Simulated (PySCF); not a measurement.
## A study: C6H11FO, SMILES `CCC(C)(C)C(=O)F`

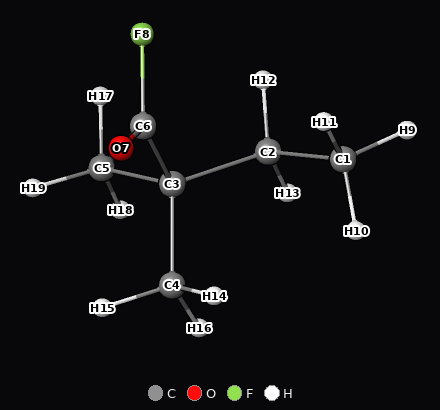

The molecule, with its atoms numbered as below. No frequency check shows the geometry to be a minimum.

Geometry (Å), atoms numbered from 1:

```
C1      -1.9483    1.2072   -0.0830
C2      -1.3137    0.0820    0.7273
C3      -0.1088   -0.5846    0.0321
C4      -0.4949   -1.2248   -1.3013
C5       0.4940   -1.6428    0.9699
C6       0.9486    0.4541   -0.2177
O7       1.4728    0.7839   -1.2216
F8       1.3308    1.0654    0.9479
H9      -2.7336    1.6815    0.5012
H10     -2.3912    0.8320   -1.0016
H11     -1.2111    1.9654   -0.3391
H12     -0.9819    0.4806    1.6884
H13     -2.0597   -0.6900    0.9266
H14     -0.7860   -0.4685   -2.0243
H15      0.3500   -1.7711   -1.7135
H16     -1.3213   -1.9159   -1.1574
H17      0.7856   -1.1994    1.9190
H18     -0.2425   -2.4192    1.1616
H19      1.3702   -2.1018    0.5169
```

## 1. Bonding charge

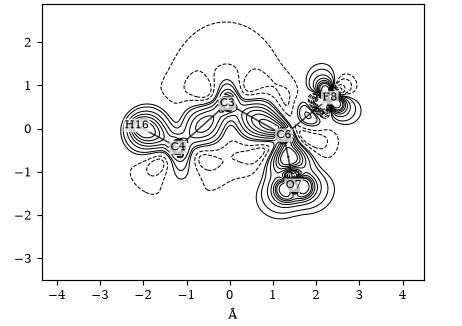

Deformation density (molecule less spherical, spin-averaged free atoms) in the plane of C3, C4, C6, O7, F8 and H16; contours at ±0.05 to ±0.8 e/Å³; solid lines: gain, dashed lines: loss.

PySCF calculation, B3LYP/def2-SVP, gas phase; geometry: GFN2-xTB.

**Describe the bonding that the map shows.**

C6–O7: +0.71 e/Å³ at the bond critical point (bond length 1.18 Å, Mayer order 2.2). C4–H16: +0.67 e/Å³ at the bond critical point (bond length 1.09 Å, Mayer order 1.0). C3–C6: +0.53 e/Å³ at the bond critical point (bond length 1.50 Å, Mayer order 0.9). C3–C4: +0.46 e/Å³ at the bond critical point (bond length 1.53 Å, Mayer order 1.0). C6–F8: +0.03 e/Å³ at the bond critical point (bond length 1.37 Å, Mayer order 1.0); up to 0.6 Å beside the axis the gain reaches +0.22 e/Å³. In all, 4.0 electrons gather in the regions of gain relative to the promolecule. A small or negative value marks a very polar bond, one between electron-rich atoms, whose free-atom densities already overlap strongly, a long bond to a heavier atom, or a closed-shell contact such as a hydrogen bond.

## 2. Bond critical points

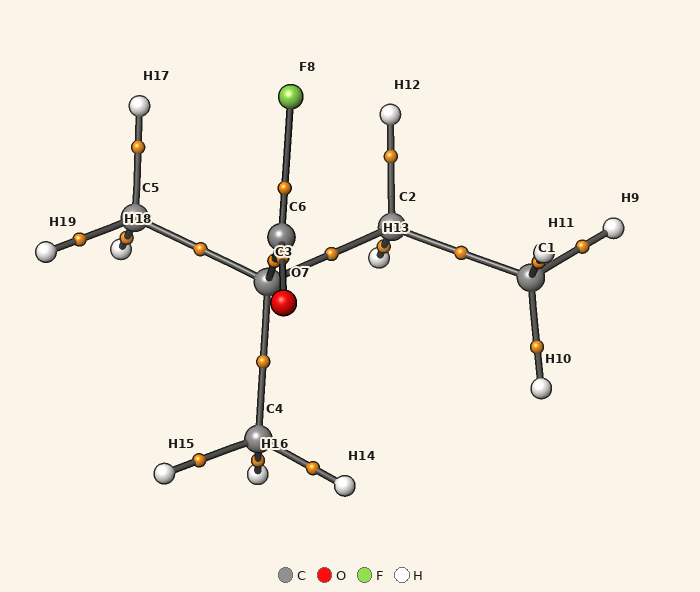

Molecular graph of the electron density (QTAIM): bond paths, bond critical points (orange), ring points (yellow, if any); weak paths are dashed.

**How many critical points of each kind are there, and does the count close?**

19 nuclei, 18 bond, 0 ring and 0 cage critical points: 19 − 18 + 0 − 0 = 1, as the Poincaré–Hopf relation requires.

**Tabulate density, Laplacian, ellipticity and energy density at the bond critical points (atomic units).**

```
  bond  length (Å)  ρ (a.u.)  ∇²ρ (a.u.)     ε  H (a.u.)
 C6–O7       1.180     0.441       +0.58  0.13    −0.785
C4–H14       1.086     0.280       −1.04  0.00    −0.304
C5–H17       1.087     0.279       −1.04  0.00    −0.303
C2–H12       1.092     0.279       −1.03  0.00    −0.300
C4–H15       1.087     0.278       −1.03  0.00    −0.301
C1–H10       1.087     0.278       −1.02  0.00    −0.301
C5–H19       1.088     0.278       −1.02  0.01    −0.301
C5–H18       1.087     0.278       −1.02  0.01    −0.300
C4–H16       1.087     0.278       −1.02  0.00    −0.300
 C1–H9       1.088     0.277       −1.02  0.00    −0.299
C1–H11       1.088     0.277       −1.01  0.00    −0.299
C2–H13       1.092     0.277       −1.01  0.00    −0.296
 C3–C6       1.503     0.263       −0.66  0.07    −0.229
 C6–F8       1.371     0.249       −0.19  0.15    −0.337
 C3–C4       1.529     0.245       −0.56  0.01    −0.196
 C1–C2       1.525     0.245       −0.56  0.00    −0.196
 C3–C5       1.537     0.240       −0.54  0.00    −0.189
 C2–C3       1.543     0.239       −0.53  0.00    −0.188
```

**What kind of interaction is C5–H17?**

Shared-shell (covalent): ρ = 0.279, ∇²ρ = −1.04, H = −0.303 a.u.

## 3. Local ionisation energy

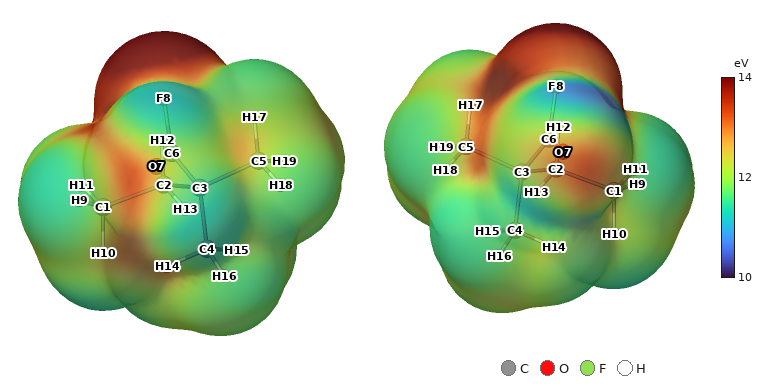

Average local ionisation energy on the surface of electron density 0.001 a.u. (back view left, front view right).

**Where are the most loosely bound electrons on this surface?**

The lowest value is 10.6 eV, 1.8 Å from O7. Further minima include 11.2 eV, 1.4 Å from H12; 11.2 eV, about equally far (1.8 Å) from O7 and H14. For comparison, the highest occupied orbital lies at −8.2 eV.

## 4. In an electric field

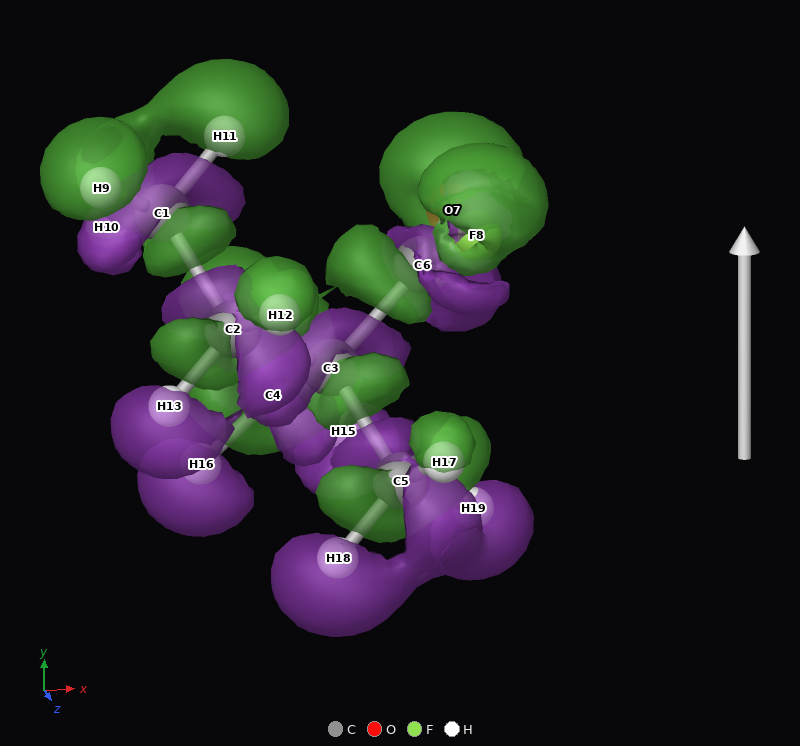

Change of the electron density in a uniform field of 0.10 V/Å along +y (arrow), surfaces at ±0.0008 e/Å³ (purple: gain, green: loss).

PySCF calculation, B3LYP/6-31+G*, gas phase; geometry: GFN2-xTB. The basis has diffuse s and p functions alone, which still leaves polarisabilities too small, most of all across bonds.

**What dipole is induced, and what polarisability does it imply?**

The induced dipole is 0.36 D (along the field); α along this axis, from the fields in both directions, is 71 bohr³ (10.5 Å³).

**Which atoms gain and lose the most charge?**

Electrons gather most on H18 (Hirshfeld charge changes by −0.003 e) and leave H11 most (+0.003 e); 0.036 electrons are displaced in all.
